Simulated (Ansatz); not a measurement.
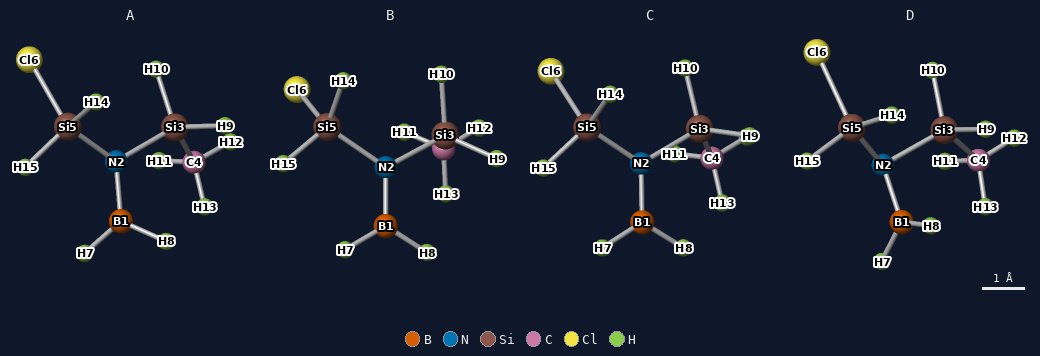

4 geometries from one relaxation of CH9BClNSi2 (coarse preliminary run), in shuffled order. A ball-and-stick model, seen from a free direction.

The start comes from a force field.

The calculation used RKS PBE-D4/def2-SVP in Ansatz. Settings: force threshold 0.03 eV/Å; at most 200 steps.

Q: Put them in the order of the run, from the start to the converged end.

A: D, A, C, B. They are steps 0, 5, 10, 20, at +39.0 kcal/mol, +17.1 kcal/mol, +1.57 kcal/mol relative to the last. Cl6 moves most after the best rigid fit: 1.58 Å. By element the largest moves are Cl 1.58 Å, H 1.37 Å, N 0.86 Å, Si 0.63 Å, C 0.46 Å, B 0.30 Å. Among the contacts that change: B1–N2 1.545 → 1.421 Å, B1–H8 1.124 → 1.221 Å, C4–H12 1.053 → 1.109 Å, C4–H13 1.148 → 1.109 Å. Bond angles that change, for instance: B1–N2–Si5 107.8° → 121.2°, B1–N2–Si3 105.8° → 118.3°, Si3–N2–Si5 108.5° → 120.3°. The energy falls by 39.0 kcal/mol in 19 accepted moves (20 points after the start). Largest force component: 4 eV/Å at the start, 0.029 eV/Å at the end. The line search rejected the trial step at point 11 of the run. The run took 46 s on 4 threads of Arm Neoverse V2, with other jobs on the host.
